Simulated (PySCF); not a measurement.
# HF/3-21G (preoptimised minimum) run of C4H8 (isobutene)

We compute an optimisation with harmonic vibrations of C4H8 (isobutene). Input form: a Python script.

Program for the calculation: PySCF 2.14.0.

## 1. The system as given

C4H8 has 12 atoms, charge 0, and is taken as a singlet. SMILES: `C=C(C)C`. The coordinates come from a GFN2-xTB symmetrised relaxation. The run starts from this shape.

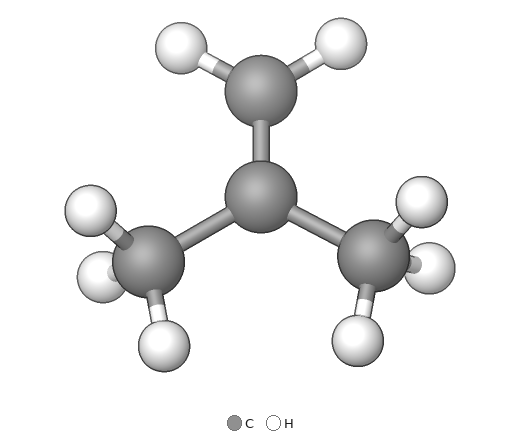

The structure, seen from a chosen angle (carbon grey, hydrogen white).

## 2. An optimisation with harmonic vibrations at HF/3-21G (preoptimised minimum)

input.xyz reads:

```xyz
12
C4H8
C     -0.837650     1.106519    -0.246217
C     -0.049460     0.067889    -0.014887
C      0.246009    -0.385142     1.388830
C      0.575229    -0.700322    -1.147330
H     -1.060981     1.438774    -1.245789
H     -1.294689     1.662515     0.554588
H     -0.673294    -0.676682     1.894767
H      0.694654     0.424291     1.963032
H      0.926436    -1.232235     1.400057
H     -0.195931    -1.133687    -1.782619
H      1.178937    -0.039339    -1.767660
H      1.209789    -1.503505    -0.782770
```

run.py reads:

```python
import numpy
from pyscf import gto, scf, symm
from pyscf.hessian import thermo
from pyscf.geomopt.geometric_solver import kernel as optimise

molecule = gto.Mole()
molecule.atom = 'input.xyz'
molecule.verbose = 3
molecule.charge = 0
molecule.max_memory = 1860
molecule.basis = '3-21g'
molecule.build()

hf = scf.RHF(molecule)
hf.conv_tol = 1e-10
converged, mol_eq = optimise(hf, maxsteps=80)
print('converged:', converged)
print(mol_eq.tostring())

hf.reset(mol_eq)
molecule = mol_eq
hf.kernel()
e_final = hf.e_tot
print(f'total energy: {e_final:.8f} hartree')
hess = hf.Hessian().kernel()
modes = thermo.harmonic_analysis(molecule, hess)
print('frequencies (1/cm)', numpy.round(modes['freq_wavenumber'], 1))
symm.geom.TOLERANCE = 1e-3  # for the symmetry number
th = thermo.thermo(hf, modes['freq_au'], 298.15, 101325)
thermo.dump_thermo(molecule, th)
```

Launch:

```bash
$ OMP_NUM_THREADS=1 python run.py
```

The program printed:

```text
maxiter                   80
----------------------------------------------------------
Custom engine selected.
Bonds will be generated from interatomic distances less than 1.20 times sum of covalent radii
36 internal coordinates being used (instead of 36 Cartesians)
Internal coordinate system (atoms numbered from 1):
Distance 1-2
Distance 1-5
Distance 1-6
Distance 2-3
Distance 2-4
Distance 3-7
Distance 3-8
Distance 3-9
Distance 4-10
Distance 4-11
Distance 4-12
Angle 2-1-6
Angle 5-1-6
Angle 1-2-4
Angle 3-2-4
Angle 2-3-7
Angle 2-3-8
Angle 2-3-9
Angle 7-3-8
Angle 7-3-9
Angle 8-3-9
Angle 2-4-10
Angle 2-4-11
Angle 2-4-12
Angle 10-4-11
Angle 10-4-12
Angle 11-4-12
Out-of-Plane 1-2-5-6
Out-of-Plane 2-1-3-4
Dihedral 5-1-2-3
Dihedral 5-1-2-4
Dihedral 6-1-2-3
Dihedral 6-1-2-4
Dihedral 1-2-3-7
Dihedral 1-2-3-8
Dihedral 1-2-3-9
Dihedral 4-2-3-7
Dihedral 4-2-3-8
Dihedral 4-2-3-9
Dihedral 1-2-4-10
Dihedral 1-2-4-11
Dihedral 1-2-4-12
Dihedral 3-2-4-10
Dihedral 3-2-4-11
Dihedral 3-2-4-12
Translation-X 1-12
Translation-Y 1-12
Translation-Z 1-12
Rotation-A 1-12
Rotation-B 1-12
Rotation-C 1-12
> ===== Optimization Info: ====
> Job type: Energy minimization
> Maximum number of optimization cycles: 80
> Initial / maximum trust radius (Angstrom): 0.100 / 0.300
> Convergence Criteria:
> Will converge when all 5 criteria are reached:
>  |Delta-E| < 1.00e-06
>  RMS-Grad  < 3.00e-04
>  Max-Grad  < 4.50e-04
>  RMS-Disp  < 1.20e-03
>  Max-Disp  < 1.80e-03
> === End Optimization Info ===

Geometry optimization cycle 1
Cartesian coordinates (Angstrom)
 Atom        New coordinates             dX        dY        dZ
   C  -0.837650   1.106519  -0.246217    0.000000  0.000000  0.000000
   C  -0.049460   0.067889  -0.014887    0.000000 -0.000000  0.000000
   C   0.246009  -0.385142   1.388830   -0.000000  0.000000  0.000000
[... 8 lines of this table left out ...]
   H   1.209789  -1.503505  -0.782770    0.000000  0.000000  0.000000

WARN: Mole.unit (angstrom) is changed to Bohr

converged SCF energy = -155.239011098305
--------------- RHF_Scanner gradients ---------------
         x                y                z
0 C    -0.0026020373     0.0038319114    -0.0007645417
1 C     0.0104672170    -0.0140191080     0.0030603718
2 C    -0.0010599928     0.0019502311    -0.0125464294
[... 8 lines of this table left out ...]
11 H     0.0016831889    -0.0023090194     0.0025628446
----------------------------------------------
cycle 1: E = -155.239011098  dE = -155.239  norm(grad) = 0.0272229
Step    0 : Gradient = 7.859e-03/1.776e-02 (rms/max) Energy = -155.2390110983
Hessian Eigenvalues: 2.30000e-02 2.30000e-02 2.30000e-02 ... 3.63885e-01 3.63947e-01 6.08965e-01

Geometry optimization cycle 2
Cartesian coordinates (Angstrom)
 Atom        New coordinates             dX        dY        dZ
   C  -0.838856   1.107505  -0.243798   -0.001206  0.000986  0.002419
   C  -0.053658   0.072493  -0.018745   -0.004198  0.004604 -0.003858
   C   0.239532  -0.378849   1.409367   -0.006477  0.006293  0.020537
[... 8 lines of this table left out ...]
   H   1.213437  -1.502632  -0.818150    0.003648  0.000873 -0.035380
converged SCF energy = -155.239630218569
--------------- RHF_Scanner gradients ---------------
         x                y                z
0 C    -0.0005538485     0.0000784924     0.0011253377
1 C     0.0007622327    -0.0009294150    -0.0009094930
2 C    -0.0007497496     0.0013106424    -0.0014104722
[... 8 lines of this table left out ...]
11 H    -0.0003244930     0.0002977326    -0.0013224697
----------------------------------------------
cycle 2: E = -155.239630219  dE = -0.00061912  norm(grad) = 0.00445778
Step    1 : Displace = 2.356e-02/3.686e-02 (rms/max) Trust = 1.000e-01 (=) Grad = 1.287e-03/2.066e-03 (rms/max) E (change) = -155.2396302186 (-6.191e-04) Quality = 0.786
Hessian Eigenvalues: 2.29015e-02 2.30000e-02 2.30000e-02 ... 3.63909e-01 4.01033e-01 6.08112e-01

Geometry optimization cycle 3
Cartesian coordinates (Angstrom)
 Atom        New coordinates             dX        dY        dZ
   C  -0.841122   1.113516  -0.254036   -0.002266  0.006012 -0.010238
   C  -0.059291   0.080174  -0.012400   -0.005633  0.007681  0.006345
   C   0.245408  -0.387306   1.408907    0.005876 -0.008457 -0.000460
[... 8 lines of this table left out ...]
   H   1.209523  -1.495447  -0.798356   -0.003914  0.007185  0.019794
converged SCF energy = -155.239662034776
--------------- RHF_Scanner gradients ---------------
         x                y                z
0 C     0.0000763056    -0.0004083208    -0.0027853478
1 C    -0.0014181192     0.0017855718     0.0018644898
2 C     0.0012038341    -0.0014026763     0.0000205452
[... 8 lines of this table left out ...]
11 H    -0.0001916864     0.0000960012    -0.0001159018
----------------------------------------------
cycle 3: E = -155.239662035  dE = -3.18162e-05  norm(grad) = 0.00471677
Step    2 : Displace = 1.658e-02/2.388e-02 (rms/max) Trust = 1.414e-01 (+) Grad = 1.362e-03/2.945e-03 (rms/max) E (change) = -155.2396620348 (-3.182e-05) Quality = 0.314
Hessian Eigenvalues: 2.22019e-02 2.30000e-02 2.30000e-02 ... 3.63758e-01 5.99607e-01 7.23918e-01

[... 8 lines left out ...]
converged SCF energy = -155.239708434814
[... 20 lines left out ...]
converged SCF energy = -155.239718492118
[... 20 lines left out ...]
converged SCF energy = -155.239728218556
[... 20 lines left out ...]
converged SCF energy = -155.239763430137
[... 21 lines left out ...]
converged SCF energy = -155.239779517294
[... 20 lines left out ...]
converged SCF energy = -155.239819490516
[... 20 lines left out ...]
converged SCF energy = -155.240427538033
[... 21 lines left out ...]
converged SCF energy = -155.240336083255
[... 20 lines left out ...]
converged SCF energy = -155.240954592207
[... 20 lines left out ...]
converged SCF energy = -155.24127212596
[... 20 lines left out ...]
converged SCF energy = -155.242116933658
[... 20 lines left out ...]
converged SCF energy = -155.243396998418
[... 20 lines left out ...]
converged SCF energy = -155.244933148702
[... 20 lines left out ...]
converged SCF energy = -155.24461387638
[... 20 lines left out ...]
converged SCF energy = -155.245337187249
[... 20 lines left out ...]
converged SCF energy = -155.246767229813
[... 20 lines left out ...]
converged SCF energy = -155.247008532185
[... 3 lines left out ...]
1 C    -0.0015170103     0.0005731933     0.0003835234
2 C     0.0011309642    -0.0024242046    -0.0008455771
[... 8 lines of this table left out ...]
11 H     0.0004602378     0.0002828584     0.0008160345
----------------------------------------------
cycle 20: E = -155.247008532  dE = -0.000241302  norm(grad) = 0.0045643
Step   19 : Displace = 2.527e-02/3.720e-02 (rms/max) Trust = 1.215e-01 (+) Grad = 1.318e-03/2.806e-03 (rms/max) E (change) = -155.2470085322 (-2.413e-04) Quality = 1.025
Hessian Eigenvalues: 3.57371e-03 2.29804e-02 2.30209e-02 ... 5.17864e-01 6.58515e-01 9.42122e-01

Geometry optimization cycle 21
Cartesian coordinates (Angstrom)
 Atom        New coordinates             dX        dY        dZ
   C  -0.548003   1.319287  -0.235763    0.002424 -0.001755  0.002442
   C  -0.034732   0.125612  -0.017416    0.001797 -0.003114 -0.003835
   C   0.128850  -0.459723   1.368479   -0.004150  0.004086  0.000992
[... 8 lines of this table left out ...]
   H   1.502898  -1.003805  -0.998651    0.002936 -0.000741 -0.011346
converged SCF energy = -155.247107740684
--------------- RHF_Scanner gradients ---------------
         x                y                z
0 C     0.0002833188     0.0002619314     0.0000575004
1 C    -0.0010951221     0.0000554785    -0.0000602673
2 C     0.0005397993    -0.0007710158    -0.0003740673
[... 8 lines of this table left out ...]
11 H     0.0001503019     0.0001203326     0.0003490913
----------------------------------------------
cycle 21: E = -155.247107741  dE = -9.92085e-05  norm(grad) = 0.00199907
Step   20 : Displace = 9.627e-03/1.324e-02 (rms/max) Trust = 1.718e-01 (+) Grad = 5.771e-04/1.098e-03 (rms/max) E (change) = -155.2471077407 (-9.921e-05) Quality = 1.404
Hessian Eigenvalues: 3.40492e-03 2.29821e-02 2.30181e-02 ... 4.63618e-01 6.15389e-01 7.42920e-01

Geometry optimization cycle 22
Cartesian coordinates (Angstrom)
 Atom        New coordinates             dX        dY        dZ
   C  -0.543111   1.320358  -0.234510    0.004892  0.001071  0.001253
   C  -0.030225   0.125517  -0.019578    0.004507 -0.000095 -0.002161
   C   0.125816  -0.457712   1.369189   -0.003034  0.002011  0.000711
[... 8 lines of this table left out ...]
   H   1.506277  -0.999070  -1.014110    0.003379  0.004735 -0.015458
converged SCF energy = -155.247136684086
--------------- RHF_Scanner gradients ---------------
         x                y                z
0 C     0.0000945668     0.0001182153     0.0000328437
1 C    -0.0001919256    -0.0000312738    -0.0000832511
2 C     0.0000289949     0.0000405198    -0.0000471586
[... 8 lines of this table left out ...]
11 H     0.0000070644    -0.0000052228     0.0000115563
----------------------------------------------
cycle 22: E = -155.247136684  dE = -2.89434e-05  norm(grad) = 0.000305843
Step   21 : Displace = 1.224e-02/1.821e-02 (rms/max) Trust = 2.430e-01 (+) Grad = 8.829e-05/2.115e-04 (rms/max) E (change) = -155.2471366841 (-2.894e-05) Quality = 1.048
Hessian Eigenvalues: 3.31756e-03 2.27913e-02 2.30143e-02 ... 4.63090e-01 6.22543e-01 7.46037e-01

Geometry optimization cycle 23
Cartesian coordinates (Angstrom)
 Atom        New coordinates             dX        dY        dZ
   C  -0.542640   1.320299  -0.234488    0.000471 -0.000058  0.000022
   C  -0.029308   0.125718  -0.019477    0.000917  0.000201  0.000101
   C   0.125660  -0.457698   1.369254   -0.000156  0.000014  0.000065
[... 8 lines of this table left out ...]
   H   1.506600  -0.998615  -1.015617    0.000323  0.000455 -0.001508
converged SCF energy = -155.247137150215
--------------- RHF_Scanner gradients ---------------
         x                y                z
0 C     0.0000170334    -0.0000200303     0.0000047930
1 C    -0.0000415434    -0.0000361279    -0.0000136320
2 C    -0.0000279348     0.0000192013    -0.0000041960
[... 8 lines of this table left out ...]
11 H     0.0000081589     0.0000007167    -0.0000035803
----------------------------------------------
cycle 23: E = -155.24713715  dE = -4.6613e-07  norm(grad) = 9.18483e-05
Step   22 : Displace = 1.482e-03/2.454e-03 (rms/max) Trust = 3.000e-01 (+) Grad = 2.651e-05/5.672e-05 (rms/max) E (change) = -155.2471371502 (-4.661e-07) Quality = 1.023
Hessian Eigenvalues: 3.40643e-03 1.74111e-02 2.31226e-02 ... 4.71457e-01 6.22815e-01 7.52176e-01

Geometry optimization cycle 24
Cartesian coordinates (Angstrom)
 Atom        New coordinates             dX        dY        dZ
   C  -0.542594   1.320340  -0.234495    0.000046  0.000040 -0.000007
   C  -0.028988   0.125870  -0.019401    0.000320  0.000153  0.000076
   C   0.125842  -0.457681   1.369284    0.000182  0.000018  0.000030
[... 8 lines of this table left out ...]
   H   1.506497  -0.998951  -1.015722   -0.000103 -0.000336 -0.000105
converged SCF energy = -155.247137195339
--------------- RHF_Scanner gradients ---------------
         x                y                z
0 C     0.0000027954    -0.0000018760    -0.0000059205
1 C     0.0000058993    -0.0000060701     0.0000102068
2 C     0.0000043983     0.0000018921     0.0000025731
[... 8 lines of this table left out ...]
11 H    -0.0000006819     0.0000079450    -0.0000006646
----------------------------------------------
cycle 24: E = -155.247137195  dE = -4.51235e-08  norm(grad) = 2.83154e-05
Step   23 : Displace = 3.150e-04/6.206e-04 (rms/max) Trust = 3.000e-01 (=) Grad = 8.174e-06/1.326e-05 (rms/max) E (change) = -155.2471371953 (-4.512e-08) Quality = 0.872
Hessian Eigenvalues: 3.40643e-03 1.74111e-02 2.31226e-02 ... 4.71457e-01 6.22815e-01 7.52176e-01
Converged! =D

converged: True
C          -0.54259363        1.32033990       -0.23449534
C          -0.02898814        0.12587032       -0.01940077
C           0.12584223       -0.45768072        1.36928447
[... 8 lines of this table left out ...]
H           1.50649712       -0.99895133       -1.01572235
converged SCF energy = -155.247137195344
total energy: -155.24713720 hartree
frequencies (1/cm) [ 176.   211.7  405.1  477.   479.5  779.1  832.3 1028.1 1090.8 1099.4
 1144.3 1208.5 1243.9 1404.2 1568.9 1582.9 1606.5 1646.6 1656.2 1666.2
 1671.8 1874.6 3181.3 3187.1 3223.3 3229.4 3266.2 3268.2 3312.2 3383.1]
temperature 298.1500 [K]
pressure 101325.00 [Pa]
Rotational constants [GHz] 9.18183 8.39970 4.63580
Symmetry number 1
Zero-point energy (ZPE) 0.11597 [Eh]   304474.544 [J/mol]
                           tot       elec      trans        rot        vib
Entropy [J/mol/K]       292.436      0.000    158.973    101.721     31.743
Cv [J/mol/K]             71.103      0.000     12.472     12.472     46.160
Cp [J/mol/K]             79.418      0.000     20.786     12.472     46.160
Internal energy [J/mol]                      3718.434   3718.434 310371.021
Internal energy [Eh]   -155.12609  -155.24714
Enthalpy [J/mol]                             6197.391   3718.434 310371.021
Enthalpy [Eh]          -155.12515
Gibbs free energy [J/mol]                  -41200.346 -26609.641 300906.896
Gibbs free energy [Eh] -155.15836
```

Run time: 35 s. Hardware: 1 thread of Arm Neoverse V1, shared host; peak memory 0.15 GiB.

## 3. Results

Level: HF/3-21G (preoptimised minimum).

| quantity | value |
| --- | --- |
| total energy | -155.24714 Eh |
| dipole moment | 0.48 D |
| HOMO energy | -9.48 eV |
| LUMO energy | 5.35 eV |
| HOMO–LUMO gap | 14.83 eV |
| lowest harmonic wavenumber | 176 cm⁻¹ |
| highest harmonic wavenumber | 3383 cm⁻¹ |
| zero-point energy | 304.5 kJ/mol |

In words: At the final geometry: Bond lengths: C1–C2 1.318 Å, C2–C3 1.514 Å, C2–C4 1.514 Å, C1–H5 1.074 Å, C1–H6 1.074 Å, C3–H7 1.086 Å, C3–H8 1.083 Å, C3–H9 1.086 Å, C4–H10 1.086 Å, C4–H11 1.083 Å, C4–H12 1.086 Å. Some angles: C1–C2–C3 122.6°, C1–C2–C4 122.6°, C3–C2–C4 114.8°, C2–C1–H5 121.8°, C2–C1–H6 121.8°, C2–C3–H7 110.3°, C2–C3–H8 111.5°, C2–C3–H9 110.3°, C2–C4–H10 110.3°, C2–C4–H11 111.5°. The program took a symmetry number of 1 where this shape has 2, so the entropy in its output is too high by R ln(2/1) = 1.38 cal/(mol K). All 30 modes are real, so the shape is a minimum at this level. Mulliken charges run from -0.60 on C3 to +0.21 on H8.
